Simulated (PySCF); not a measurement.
**C₅H₉B: runs on many settings**

Which settings matter for C₅H₉B (`C=CBC(=C)C`), and how do bad ones show?

The runs use PySCF 2.14.0, with density-fitted response routines of our own; the level of theory stands in each step. All values are computed, except where a source is named. Atoms are numbered from 0 throughout.

### Step 1. The starting structure

15 atoms, charge 0, multiplicity 1; geometry from: GFN2-xTB.

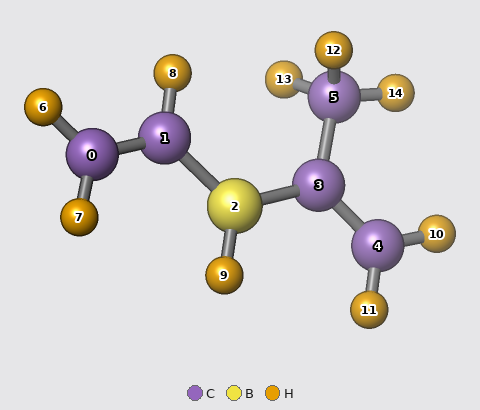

The starting geometry (carbon purple, boron yellow, hydrogen amber), atoms numbered.

### Step 2. TDDFT and polarisability: CAM-B3LYP/Sadlej pVTZ

The job: settings as JSON, then the geometry in Å.

```
{"job": {"kind": "uv", "xc": "CAM-B3LYP", "basis": "Sadlej pVTZ", "nstates": 12, "ntriplets": 5, "tda": false, "scf": {"aux": "def2-universal-jfit", "max_cycle": 67}}, "charge": 0, "multiplicity": 1}
C      2.844859     0.220320    -0.447208
C      1.559166     0.454939    -0.181144
B      0.474481    -0.649575    -0.210317
C     -1.020140    -0.353467     0.104820
C     -1.926886    -1.335663     0.065960
C     -1.468136     1.039997     0.456519
H      3.602280     0.990674    -0.426509
H      3.192788    -0.769100    -0.700216
H      1.291168     1.477784     0.064455
H      0.791255    -1.745896    -0.479674
H     -2.973741    -1.169834     0.278149
H     -1.651923    -2.347292    -0.181379
H     -1.236783     1.724648    -0.358303
H     -0.943730     1.391234     1.344208
H     -2.539070     1.079219     0.648728
```

With the program's defaults for keys left out, this is: CAM-B3LYP/Sadlej pVTZ.

Command:

```sh
OMP_NUM_THREADS=1 python probes_run.py task.json out
```

This one command runs all jobs of the session in turn.

Standard output:

```text
KeyError: 'Element b (Z=5) not found in basis Sadlej pVTZ version 1'
```

Wall time 0.03 s (1 thread of Arm Neoverse N1, shared host).

**What went wrong.** The basis Sadlej pVTZ has no functions for an element of the molecule, so the input was refused before any integral. The remedy is to choose a basis that covers all elements.

### Step 3. J couplings: KT2/cc-pVDZ

The job, as its differences from that of step 2:

```diff
@@ -1,2 +1,2 @@
-{"job": {"kind": "uv", "xc": "CAM-B3LYP", "basis": "Sadlej pVTZ", "nstates": 12, "ntriplets": 5, "tda": false, "scf": {"aux": "def2-universal-jfit", "max_cycle": 67}}, "charge": 0, "multiplicity": 1}
+{"job": {"kind": "j", "xc": "KT2", "basis": "cc-pVDZ", "grid": 4}, "charge": 0, "multiplicity": 1}
 C      2.844859     0.220320    -0.447208
```

Method: KT2/cc-pVDZ indirect spin-spin coupling, non-relativistic, gas phase.

Standard output:

```text
coarse grid: 12096 points
cycle   1  E = -224.6396217575  dE =  3.928e-01  |g| = 5.093e-01  |ddm| = 7.639e+00
cycle   2  E = -224.5500608349  dE =  8.956e-02  |g| = 7.493e-01  |ddm| = 2.712e+00
cycle   3  E = -224.7074979923  dE = -1.574e-01  |g| = 2.223e-01  |ddm| = 1.556e+00
cycle   4  E = -224.7220368161  dE = -1.454e-02  |g| = 3.745e-02  |ddm| = 3.380e-01
cycle   5  E = -224.7223969686  dE = -3.602e-04  |g| = 1.574e-02  |ddm| = 9.296e-02
cycle   6  E = -224.7224716444  dE = -7.468e-05  |g| = 5.946e-03  |ddm| = 3.617e-02
cycle   7  E = -224.7224813990  dE = -9.755e-06  |g| = 2.459e-03  |ddm| = 1.192e-02
final grid: 312520 points
cycle   8  E = -224.7419782481  dE = -8.112e-05  |g| = 7.693e-03  |ddm| = 9.984e-02
cycle   9  E = -224.7419248650  dE =  5.338e-05  |g| = 1.512e-02  |ddm| = 3.921e-02
cycle  10  E = -224.7419939311  dE = -6.907e-05  |g| = 3.018e-03  |ddm| = 2.562e-02
cycle  11  E = -224.7419968152  dE = -2.884e-06  |g| = 2.717e-04  |ddm| = 5.472e-03
cycle  12  E = -224.7419968303  dE = -1.506e-08  |g| = 1.582e-04  |ddm| = 6.596e-04
cycle  13  E = -224.7419968354  dE = -5.119e-09  |g| = 7.446e-05  |ddm| = 2.912e-04
cycle  14  E = -224.7419968372  dE = -1.829e-09  |g| = 8.689e-06  |ddm| = 1.314e-04
cycle  15  E = -224.7419968372  dE = -2.035e-11  |g| = 2.465e-06  |ddm| = 1.706e-05
converged SCF energy = -224.7419968372

Indirect spin-spin couplings (Hz)
  i      j    bonds     total        FC       PSO       DSO        SD
  0 C    1 C    1     60.180    68.242    -8.180     0.118         -
  0 C    2 B    2      1.988     1.057     0.444    -0.057     0.544
  0 C    3 C    3      3.340     3.269     0.118    -0.047         -
  0 C    4 C    4      0.378     0.618    -0.187    -0.052         -
  0 C    6 H    1    146.541   146.300    -0.289     0.530         -
  0 C    7 H    1    149.736   149.546    -0.366     0.555         -
  0 C    8 H    2     -3.418    -1.521    -1.389    -0.508         -
  0 C    9 H    3      3.749     3.763     0.027    -0.041         -
  0 C   10 H    5     -0.312    -0.180     0.102    -0.233         -
  0 C   11 H    5     -0.489    -0.388     0.033    -0.134         -
  0 C   12 H    5     -0.308    -0.289     0.108    -0.128         -
  0 C   13 H    5     -0.308    -0.289     0.108    -0.128         -
  0 C   14 H    5     -0.303    -0.216     0.178    -0.264         -
  1 C    2 B    1     50.596    51.770    -1.658     0.216     0.267
  1 C    3 C    2      3.521     3.455     0.031     0.036         -
  1 C    4 C    3      2.738     2.692     0.099    -0.053         -
  1 C    5 C    3      1.253     1.288    -0.064     0.029         -
  1 C    6 H    2     -2.429    -0.607    -1.226    -0.596         -
  1 C    7 H    2      0.787     2.668    -1.328    -0.552         -
  1 C    8 H    1    135.061   134.208     0.057     0.797         -
  1 C    9 H    2      5.541     6.036    -0.384    -0.111         -
  1 C   10 H    4      1.990     2.078     0.165    -0.253         -
  1 C   11 H    4      0.472     0.520     0.111    -0.159         -
  1 C   14 H    4      0.317     0.410     0.159    -0.252         -
  2 B    3 C    1     50.012    51.176    -1.655     0.251     0.240
  2 B    4 C    2      3.153     2.298     0.301    -0.042     0.596
  2 B    5 C    2      2.742     2.736     0.043    -0.019    -0.019
  2 B    6 H    3      8.875     9.169     0.347    -0.586    -0.056
  2 B    7 H    3      5.465     5.427     0.024     0.015     0.000
  2 B    8 H    2      3.597     4.138    -0.184    -0.365     0.009
  2 B    9 H    1    106.452   106.855    -1.797     0.833     0.561
  2 B   10 H    3      7.787     8.043     0.373    -0.589    -0.040
  2 B   11 H    3      4.694     4.658    -0.018     0.052     0.003
  2 B   12 H    3      0.552     0.683    -0.075    -0.038    -0.018
  2 B   13 H    3      0.553     0.684    -0.074    -0.038    -0.018
  2 B   14 H    3      5.066     5.218     0.372    -0.533     0.009
  3 C    4 C    1     60.116    67.859    -7.905     0.163         -
  3 C    5 C    1     39.367    40.160    -0.993     0.200         -
  3 C    6 H    4      1.365     1.430     0.153    -0.217         -
  3 C    7 H    4      0.175     0.210     0.102    -0.137         -
  3 C    8 H    3      0.768     0.825    -0.149     0.091         -
  3 C    9 H    2      5.093     5.583    -0.444    -0.046         -
  3 C   10 H    2     -2.457    -0.603    -1.370    -0.485         -
  3 C   11 H    2      1.515     3.332    -1.351    -0.466         -
  3 C   12 H    2     -4.498    -4.435     0.037    -0.099         -
  3 C   13 H    2     -4.467    -4.403     0.037    -0.101         -
  3 C   14 H    2     -2.492    -2.164    -0.147    -0.181         -
  4 C    5 C    2     -1.594    -1.225    -0.323    -0.045         -
  4 C    6 H    5     -0.323    -0.190     0.094    -0.227         -
  4 C    7 H    5     -0.456    -0.359     0.034    -0.131         -
  4 C    8 H    4     -0.259    -0.213     0.211    -0.257         -
  4 C    9 H    3      3.094     3.094     0.006    -0.006         -
  4 C   10 H    1    145.247   144.852    -0.230     0.624         -
  4 C   11 H    1    152.884   152.536    -0.262     0.611         -
  4 C   12 H    3      6.680     6.935     0.147    -0.402         -
  4 C   13 H    3      6.688     6.944     0.147    -0.403         -
  4 C   14 H    3      6.332     6.665    -0.358     0.024         -
  5 C    8 H    4      0.213     0.078    -0.129     0.264         -
  5 C    9 H    3      3.072     3.210     0.196    -0.333         -
  5 C   10 H    3      6.583     6.717    -0.113    -0.021         -
  5 C   11 H    3      9.837    10.106     0.247    -0.516         -
  5 C   12 H    1    128.541   127.003     0.850     0.689         -
  5 C   13 H    1    128.630   127.092     0.849     0.689         -
  5 C   14 H    1    128.229   126.741     0.807     0.681         -
  6 H    7 H    2      0.739     1.671     2.615    -3.547         -
  6 H    8 H    3      8.627     9.100     0.155    -0.629         -
  6 H    9 H    4     -0.556    -0.032     0.977    -1.501         -
  6 H   10 H    6      0.249     0.545     0.563    -0.859         -
  6 H   14 H    6     -0.175     0.094     0.606    -0.875         -
  7 H    8 H    3     14.480    16.117     1.669    -3.305         -
  7 H   11 H    6      0.230     0.279     0.079    -0.128         -
  8 H    9 H    3      5.470     6.439     1.200    -2.169         -
  8 H   10 H    5     -0.449    -0.169     0.653    -0.934         -
  8 H   11 H    5     -0.428    -0.099     0.704    -1.032         -
  8 H   12 H    5      0.288    -0.278    -1.168     1.733         -
  8 H   13 H    5      0.286    -0.278    -1.163     1.728         -
  8 H   14 H    5     -0.373    -0.147     0.670    -0.896         -
  9 H   11 H    4      0.193    -0.230    -0.779     1.202         -
  9 H   12 H    4     -0.582    -0.134     0.688    -1.137         -
  9 H   13 H    4     -0.582    -0.134     0.688    -1.136         -
  9 H   14 H    4      0.765     1.252     0.959    -1.445         -
 10 H   11 H    2      0.250     1.128     2.535    -3.413         -
 10 H   12 H    4     -3.064    -2.667     0.814    -1.210         -
 10 H   13 H    4     -3.056    -2.658     0.816    -1.214         -
 10 H   14 H    4     -0.310    -0.803    -1.152     1.645         -
 11 H   12 H    4     -2.911    -2.305     1.144    -1.750         -
 11 H   13 H    4     -2.893    -2.286     1.145    -1.751         -
 11 H   14 H    4     -0.936    -0.249     1.049    -1.737         -
 12 H   13 H    2    -15.785   -15.370     2.062    -2.477         -
 12 H   14 H    2    -12.180   -11.692     2.092    -2.580         -
 13 H   14 H    2    -12.177   -11.690     2.091    -2.578         -
```

It took 46 s on 1 thread of Arm Neoverse N1, shared host; peak memory 0.48 GiB.

This basis has no tight s functions, so the Fermi-contact terms are rough.

Couplings of 1 Hz or more, nine at most for each number of bonds, with means over like pairs (isotopes 11B, 13C, 1H):

| pair | bonds | J (Hz) | Fermi contact (Hz) | dihedral (°) |
| --- | --- | --- | --- | --- |
| C4–H11 | 1 | 152.9 | 152.5 | – |
| C0–H7 | 1 | 149.7 | 149.5 | – |
| C0–H6 | 1 | 146.5 | 146.3 | – |
| C4–H10 | 1 | 145.2 | 144.9 | – |
| C1–H8 | 1 | 135.1 | 134.2 | – |
| C5–H12 | 1 | 128.5 | 126.9 | – |
| B2–H9 | 1 | 106.5 | 106.9 | – |
| C0–C1 | 1 | 60.2 | 68.2 | – |
| C3–C4 | 1 | 60.1 | 67.9 | – |
| H12–H13 | 2 | -13.4 | -12.9 | – |
| C1–H9 | 2 | 5.5 | 6.0 | – |
| C3–H9 | 2 | 5.1 | 5.6 | – |
| C3–H12 | 2 | -3.8 | -3.7 | – |
| B2–H8 | 2 | 3.6 | 4.1 | – |
| C1–C3 | 2 | 3.5 | 3.5 | – |
| C0–H8 | 2 | -3.4 | -1.5 | – |
| B2–C4 | 2 | 3.2 | 2.3 | – |
| B2–C5 | 2 | 2.7 | 2.7 | – |
| H7–H8 | 3 | 14.5 | 16.1 | -180 |
| C5–H11 | 3 | 9.8 | 10.1 | 180 |
| B2–H6 | 3 | 8.9 | 9.2 | -180 |
| H6–H8 | 3 | 8.6 | 9.1 | 0 |
| B2–H10 | 3 | 7.8 | 8.0 | -180 |
| C5–H10 | 3 | 6.6 | 6.7 | 0 |
| C4–H12 | 3 | 6.6 | 6.8 | – |
| H8–H9 | 3 | 5.5 | 6.4 | 180 |
| B2–H7 | 3 | 5.5 | 5.4 | 0 |
| H11–H12 | 4 | -2.2 | -1.6 | – |
| H10–H12 | 4 | -2.1 | -2.0 | – |
| C1–H10 | 4 | 2.0 | 2.1 | – |
| C3–H6 | 4 | 1.4 | 1.4 | – |

The spin-dipole term was solved for some atoms only; pairs without it lack that part.

Quadrupole couplings from the field gradients of the same density:

| atom | isotope | eQq/h (MHz) | η |
| --- | --- | --- | --- |
| B2 | 11B | 4.104 | 0.09 |

### Step 4. Shielding tensors: PW91/6-31G*

The job, as its differences from that of step 3:

```diff
@@ -1,2 +1,2 @@
-{"job": {"kind": "j", "xc": "KT2", "basis": "cc-pVDZ", "grid": 4}, "charge": 0, "multiplicity": 1}
+{"job": {"kind": "nmr", "xc": "PW91", "basis": "6-31G*", "pop": false, "grid": 0, "scf": {"max_cycle": 88}}, "charge": 0, "multiplicity": 1}
 C      2.844859     0.220320    -0.447208
```

With the program's defaults for keys left out, this is: GIAO PW91/6-31G* NMR shielding, non-relativistic, gas phase.

Standard output:

```text
final grid: 12096 points
cycle   1  E = -220.5794610615  dE =  3.349e-01  |g| = 6.043e-01  |ddm| = 3.541e+00
cycle   2  E = -220.4584568495  dE =  1.210e-01  |g| = 8.765e-01  |ddm| = 1.991e+00
cycle   3  E = -220.6692413796  dE = -2.108e-01  |g| = 2.627e-01  |ddm| = 1.411e+00
cycle   4  E = -220.6887670079  dE = -1.953e-02  |g| = 4.545e-02  |ddm| = 2.590e-01
cycle   5  E = -220.6892648094  dE = -4.978e-04  |g| = 1.953e-02  |ddm| = 6.092e-02
cycle   6  E = -220.6893747249  dE = -1.099e-04  |g| = 7.916e-03  |ddm| = 2.749e-02
cycle   7  E = -220.6893913472  dE = -1.662e-05  |g| = 3.211e-03  |ddm| = 9.796e-03
cycle   8  E = -220.6893943828  dE = -3.036e-06  |g| = 5.271e-04  |ddm| = 3.206e-03
cycle   9  E = -220.6893944567  dE = -7.398e-08  |g| = 1.618e-04  |ddm| = 8.128e-04
cycle  10  E = -220.6893944639  dE = -7.169e-09  |g| = 1.945e-05  |ddm| = 1.850e-04
cycle  11  E = -220.6893944640  dE = -9.868e-11  |g| = 7.714e-06  |ddm| = 2.954e-05
converged SCF energy = -220.6893944640

GIAO shielding tensors (ppm)
atom      isotropic    diamagn.    paramagn.     s11        s22        s33       span
  0 C       48.977     256.434    -207.456    -51.787     37.464    161.255    213.042
  1 C       56.738     252.063    -195.325    -50.655     36.874    183.994    234.650
  2 B       51.884     200.236    -148.352     18.346     24.564    112.742     94.396
  3 C       47.277     243.362    -196.085    -53.613     10.642    184.803    238.416
  4 C       51.829     259.201    -207.372    -39.837     52.439    142.885    182.723
  5 C      165.745     252.350     -86.605    151.329    160.841    185.066     33.737
  6 H       25.483      29.284      -3.801     22.636     25.599     28.213      5.578
  7 H       25.595      31.375      -5.780     22.697     25.642     28.446      5.749
  8 H       24.941      31.788      -6.847     20.456     24.558     29.808      9.352
  9 H       25.941      33.675      -7.734     21.657     27.377     28.789      7.132
 10 H       25.892      30.723      -4.831     22.548     25.946     29.180      6.632
 11 H       26.051      31.926      -5.875     23.705     25.535     28.914      5.209
 12 H       29.936      31.313      -1.376     26.565     29.219     34.026      7.461
 13 H       29.935      31.315      -1.380     26.558     29.227     34.020      7.462
 14 H       30.531      30.452       0.078     27.301     30.154     34.138      6.837
```

It took 10 s on 1 thread of Arm Neoverse N1, shared host; peak memory 0.47 GiB.

It converged, yet the result is unsound: grid level 0 is too coarse.

### Step 5. Nuclear shieldings: BLYP/pcSseg-1

The job, as its differences from that of step 4:

```diff
@@ -1,2 +1,2 @@
-{"job": {"kind": "nmr", "xc": "PW91", "basis": "6-31G*", "pop": false, "grid": 0, "scf": {"max_cycle": 88}}, "charge": 0, "multiplicity": 1}
+{"job": {"kind": "nmr", "xc": "BLYP", "basis": "pcSseg-1", "pop": false}, "charge": 0, "multiplicity": 1}
 C      2.844859     0.220320    -0.447208
```

Level: GIAO BLYP/pcSseg-1 NMR shielding, non-relativistic, gas phase.

Standard output:

```text
coarse grid: 12096 points
cycle   1  E = -220.4395679329  dE =  3.200e-01  |g| = 6.155e-01  |ddm| = 3.408e+00
cycle   2  E = -220.2939327655  dE =  1.456e-01  |g| = 9.331e-01  |ddm| = 1.568e+00
cycle   3  E = -220.5348953422  dE = -2.410e-01  |g| = 2.339e-01  |ddm| = 1.168e+00
cycle   4  E = -220.5495304145  dE = -1.464e-02  |g| = 5.743e-02  |ddm| = 2.204e-01
cycle   5  E = -220.5503492618  dE = -8.188e-04  |g| = 1.992e-02  |ddm| = 6.131e-02
cycle   6  E = -220.5504603798  dE = -1.111e-04  |g| = 8.165e-03  |ddm| = 2.577e-02
cycle   7  E = -220.5504769970  dE = -1.662e-05  |g| = 3.657e-03  |ddm| = 9.085e-03
cycle   8  E = -220.5504808559  dE = -3.859e-06  |g| = 6.023e-04  |ddm| = 3.138e-03
final grid: 115600 points
cycle   9  E = -220.6076119660  dE = -4.877e-05  |g| = 1.054e-02  |ddm| = 4.059e-02
cycle  10  E = -220.6075754604  dE =  3.651e-05  |g| = 1.560e-02  |ddm| = 2.214e-02
cycle  11  E = -220.6076408779  dE = -6.542e-05  |g| = 1.654e-03  |ddm| = 1.388e-02
cycle  12  E = -220.6076415654  dE = -6.875e-07  |g| = 6.967e-04  |ddm| = 1.806e-03
cycle  13  E = -220.6076416998  dE = -1.345e-07  |g| = 1.543e-04  |ddm| = 6.197e-04
cycle  14  E = -220.6076417062  dE = -6.335e-09  |g| = 3.863e-05  |ddm| = 1.611e-04
cycle  15  E = -220.6076417063  dE = -1.111e-10  |g| = 3.072e-05  |ddm| = 5.468e-05
converged SCF energy = -220.6076417063

GIAO shielding tensors (ppm)
atom      isotropic    diamagn.    paramagn.     s11        s22        s33       span
  0 C       20.395     251.881    -231.486    -95.377     10.170    146.392    241.769
  1 C       26.014     256.950    -230.936    -97.613      5.433    170.223    267.836
  2 B       31.728     193.890    -162.161     -4.458      1.858     97.786    102.244
  3 C       14.640     257.268    -242.628   -101.130    -27.162    172.212    273.342
  4 C       25.960     252.255    -226.295    -78.797     31.400    125.279    204.076
  5 C      150.261     247.287     -97.026    134.489    142.245    174.048     39.560
  6 H       24.852      28.925      -4.073     21.712     24.989     27.856      6.144
  7 H       25.128      31.069      -5.942     21.823     25.377     28.183      6.360
  8 H       24.497      33.885      -9.388     19.444     24.517     29.530     10.085
  9 H       25.816      33.592      -7.775     21.369     27.155     28.925      7.555
 10 H       25.213      30.739      -5.526     21.618     25.452     28.569      6.950
 11 H       25.576      31.750      -6.174     22.793     25.198     28.736      5.943
 12 H       29.398      31.105      -1.707     26.114     28.495     33.584      7.470
 13 H       29.399      31.106      -1.707     26.111     28.502     33.584      7.473
 14 H       29.957      30.211      -0.255     26.874     29.439     33.558      6.684
```

Wall time 29 s (1 thread of Arm Neoverse N1, shared host); peak memory 0.67 GiB.

Shifts follow as δ = σ(reference) − σ, with reference shieldings (ppm) from runs at the same level and on the same kind of geometry: ¹H TMS 31.80, ¹³C TMS 178.1, ¹¹B BF3·OEt2 92.3. The references are single molecules in the gas phase. Atoms listed in one row are averaged.

| atoms | environment | σ (ppm) | δ (ppm) |
| --- | --- | --- | --- |
| C3 | fully substituted alkene carbon | 14.6 | 163.4 |
| C0 | terminal =CH2 carbon | 20.4 | 157.7 |
| C4 | terminal =CH2 carbon | 26.0 | 152.1 |
| C1 | alkene CH | 26.0 | 152.0 |
| C5 | allylic methyl carbon | 150.3 | 27.8 |
| H8 | hydrogen on an alkene CH | 24.50 | 7.30 |
| H6 | hydrogen on a terminal =CH2 carbon | 24.85 | 6.95 |
| H7 | hydrogen on a terminal =CH2 carbon | 25.13 | 6.67 |
| H10 | hydrogen on a terminal =CH2 carbon | 25.21 | 6.59 |
| H11 | hydrogen on a terminal =CH2 carbon | 25.58 | 6.22 |
| H9 | hydrogen on a boron bonded to 2 C | 25.82 | 5.98 |
| H12, H13, H14 | hydrogen on an allylic methyl carbon | 29.58 | 2.22 |
| B2 | boron bonded to 2 C, H | 31.7 | 60.6 |

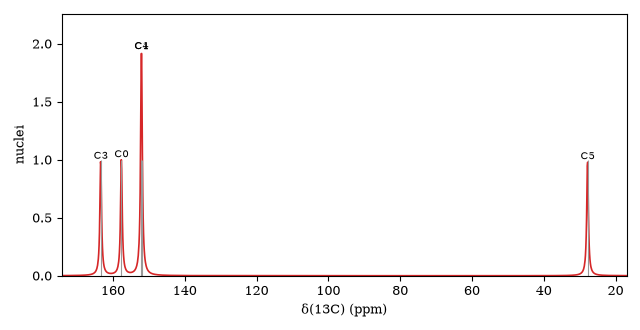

¹³C lines at the computed shifts, without couplings. Lines are broadened to a width of 0.54 ppm (Lorentzian).

[end of part 1 of 2]
